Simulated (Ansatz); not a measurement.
# U-revPBE/STO-3G run of SO (SMILES O=S)

Aim: the electronic atomisation energy of SO at U-revPBE/STO-3G, from 3 runs. 

The calculation is run with Ansatz 0.2.0.

47 further runs of the same task are left out: 7 that didn't finish, 40 set aside as unsound or not needed.

## Step 1: The molecule

SO: 2 atoms, total charge 0, spin state triplet. SMILES: `O=S`. The bond length is the measured one.

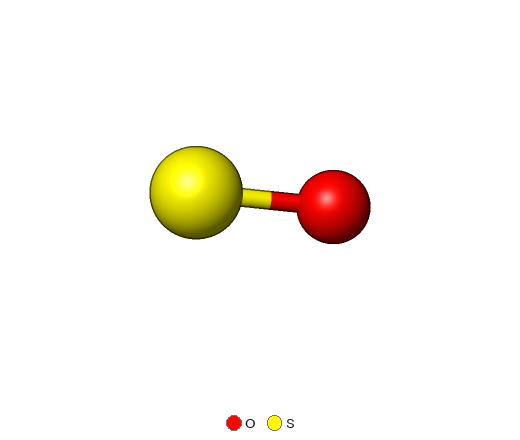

Viewed from a chosen angle; oxygen red, sulfur yellow.

## Step 2: The energy at U-revPBE/STO-3G

run.yaml reads:

```yaml
crystal:
  periodic: [false, false, false]
  atoms:
    - {symbol: O, position_ang: [0.000000, 0.000000, 0.000000]}
    - {symbol: S, position_ang: [0.000000, 0.000000, 1.481087]}
basis:
  gaussian: {orbitals: STO-3G}
magnetization: {spin_polarized: true, initial_magnetization: 2}
hamiltonian: {xc: {name: revPBE}}
accuracy: high
```

Started as:

```console
$ ansatz run run.yaml --threads 1 --pin off --max-ram 2610MiB --events-out events.jsonl --progress --plain --runs-dir runs
```

What it wrote:

```text
Warning: RAYON_NUM_THREADS=1 ignored (pool sized by the plan → 1); use --threads N
Functional definition: revPBE
  name "revPBE"
  parameter kappa = 1.245
  parameter beta = 0.06672455060314922
  exchange = pbe_x(kappa = kappa, mu = beta*pi^2/3)
  correlation = pbe_c(beta = beta)
224 factors; integrals over basis functions are off by at most 1.8e-8 eV
mean field evaluation 1: about -12728.3252 eV, gradient 1.3e1 eV
mean field evaluation 2: about -12720.0648 eV, gradient 3.5e1 eV
mean field evaluation 4: about -12729.5584 eV, gradient 2.6e-1 eV
mean field evaluation 8: about -12729.5529 eV, gradient 2.4e-3 eV
mean field evaluation 16: about -12729.5529 eV, gradient 2.5e-8 eV
mean field -12729.55285177 eV, -467.8024389018 hartree, gradient 2.5e-8 eV, S^2 2.000438; 0 other end points of the search recorded, 0 dependent functions left out
reference -12729.55285294 eV, -467.8024389447 hartree; 13, 11 occupied and 1, 3 virtual orbitals, 224 factors
Total energy: -12729.55285294 eV, -467.8024389447 hartree
```

Run time: 0.28 s. Hardware: 1 thread of AMD EPYC 9R45 (Zen 5), shared host.

## Step 3: The O atom at the same level

run.yaml reads:

```yaml
crystal:
  periodic: [false, false, false]
  atoms:
    - {symbol: O, position_ang: [0.000000, 0.000000, 0.000000]}
basis:
  gaussian:
    orbitals: STO-3G
accuracy: high
magnetization:
  spin_polarized: true
  initial_magnetization: 2
hamiltonian:
  xc: {name: revPBE}
```

Run the same way, it converges to -74.01699 Eh (log not shown).

## Step 4: The S atom, same level

run.yaml reads:

```yaml
crystal:
  periodic: [false, false, false]
  atoms:
    - {symbol: S, position_ang: [0.000000, 0.000000, 0.000000]}
basis:
  gaussian: {orbitals: STO-3G}
magnetization: {spin_polarized: true, initial_magnetization: 2}
hamiltonian: {xc: {name: revPBE}}
accuracy: high
```

Run the same way, it converges to -393.59399 Eh (log not shown).

## Step 5: What came out

At U-revPBE/STO-3G:

```
                     quantity          value
       molecule: total energy  -467.80244 Eh
               molecule: ⟨S²⟩          2.000
         O atom: total energy   -74.01699 Eh
                 O atom: ⟨S²⟩          2.000
         S atom: total energy  -393.59399 Eh
                 S atom: ⟨S²⟩          2.000
electronic atomisation energy       5.210 eV
```

What this shows: Taking the molecule apart into free atoms costs 5.21 eV (503 kJ/mol), before zero-point energy and without spin-orbit coupling. In a minimal basis such a difference can be off by several eV, whatever the method.
